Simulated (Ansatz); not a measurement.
# C$_{2}$H$_{7}$FGe (SMILES [CH3][GeH]([CH3])[F]): what the fields show

The calculation's input:

```
crystal:
  periodic: [false, false, false]
  atoms:
    - {symbol: C, position_ang: [-0.447002, 0.248880, 1.523571]}
    - {symbol: C, position_ang: [2.559984, -0.599120, 0.614994]}
    - {symbol: F, position_ang: [1.325317, -1.475619, 3.172834]}
    - {symbol: Ge, position_ang: [0.907740, -1.155405, 1.491912]}
    - {symbol: H, position_ang: [-0.774202, 0.485504, 0.498972]}
    - {symbol: H, position_ang: [-0.029999, 1.159209, 1.979792]}
    - {symbol: H, position_ang: [-1.322007, -0.071315, 2.107965]}
    - {symbol: H, position_ang: [0.364871, -2.494579, 0.944988]}
    - {symbol: H, position_ang: [2.937513, 0.323296, 1.081177]}
    - {symbol: H, position_ang: [3.327706, -1.381499, 0.705254]}
    - {symbol: H, position_ang: [2.377355, -0.405438, -0.453639]}
basis:
  gaussian: {orbitals: def2-TZVPD}
total_charge: 0
hamiltonian: {xc: {name: PBE0}}
output: {forces: true, orbitals: {seedname: orbitals}}
```

Run with:

```sh
ansatz run input.yaml --threads 2 --pin off --max-ram 4350MiB --events-out events.jsonl --progress --plain --runs-dir runs
```

Geometry: B3LYP-D3(BJ)/def2-SVP.

Method: isolated molecule in a Gaussian basis; Kohn-Sham density functional theory, functional PBE0 (Ansatz 0.2.0).

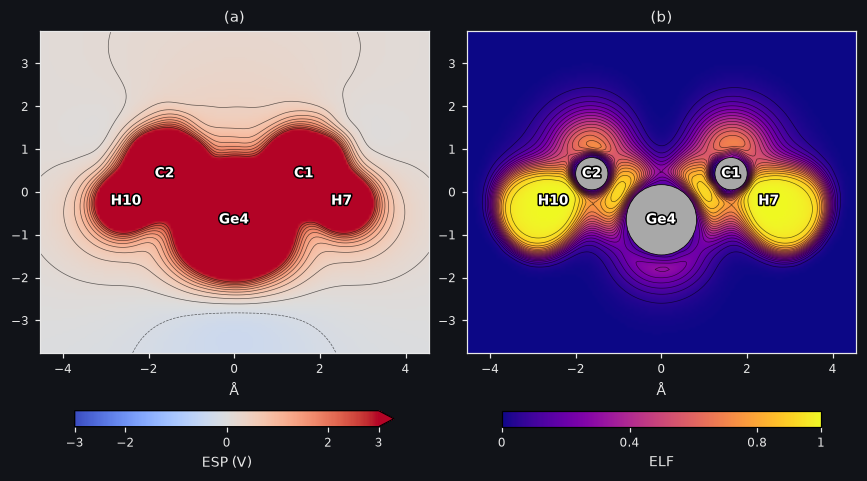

Figure 1. (a) molecular electrostatic potential; (b) ELF on the plane of atoms C1, Ge4 and C2. Grey discs cover the atomic cores in the ELF map.

Question: Read the bonding off the picture.

Answer: Atoms in the plane: C, Ge and H.
C–Ge (1.95 Å): the ELF peaks at about 0.90 between the atoms (localised, covalent bonding).
C–H (1.10 Å): the ELF climbs to about 1 towards the hydrogen, as it does in any bond to H: a covalent bond by its length.
Outside the dense part of the molecule the potential is most negative (−0.4 V) near H8, which lies off the plane.

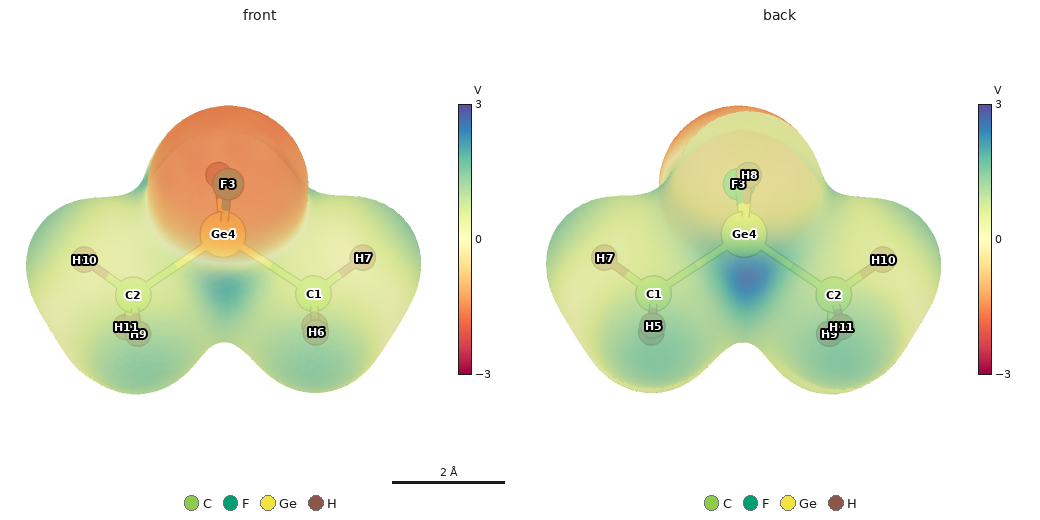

Figure 2. The electrostatic potential painted on the density surface at 0.004 e/bohr³, seen from the front and from behind; red is negative and blue positive.

Question: Where is the surface potential most negative and most positive?

Answer: The most negative region (about −1.7 V) lies over F3, the most positive (about +2.4 V) over Ge4.

Question: How polar is the molecule by this calculation?

Answer: Its dipole moment is 2.65 D.

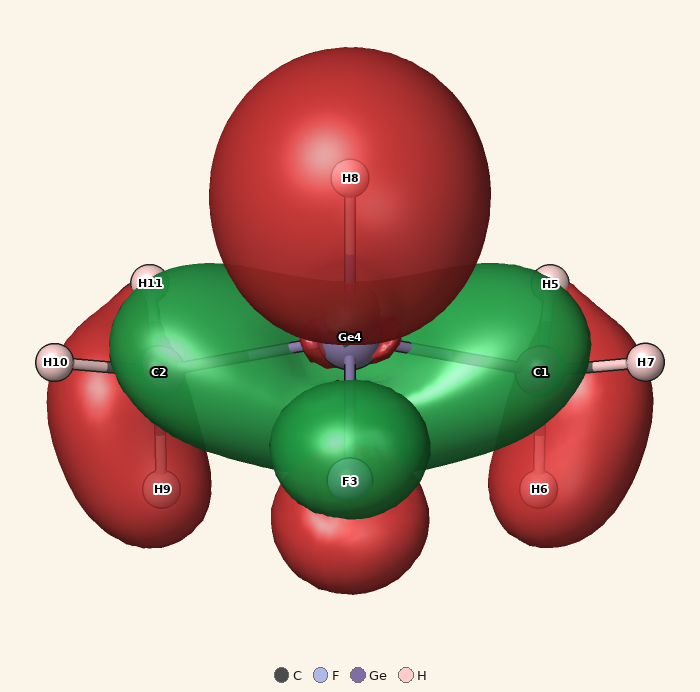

Figure 3. The HOMO−1 at ±0.1 Å⁻³ᐟ² (green and red are the two phases), seen from one side.

Question: Describe this orbital and give its energy.

Answer: Its weight (Hirshfeld) is mainly on Ge4 (about 25 %), H8 (about 25 %), F3 (about 15 %), C2 (about 10 %) and C1 (about 10 %). Its energy is −8.92 eV.

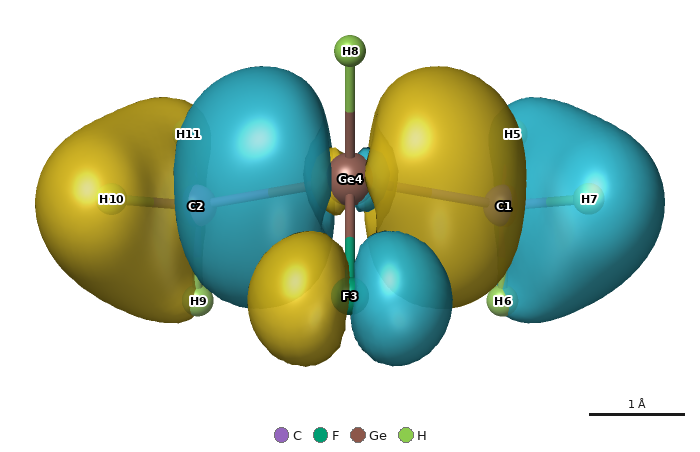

Figure 4. The HOMO at ±0.08 Å⁻³ᐟ² (yellow and cyan are the two phases), seen from one side.

Question: Describe this orbital and give its energy.

Answer: Its weight (Hirshfeld) is mainly on C1 (about 25 %), C2 (about 25 %), Ge4 (about 25 %) and F3 (about 10 %). Its energy is −8.69 eV.
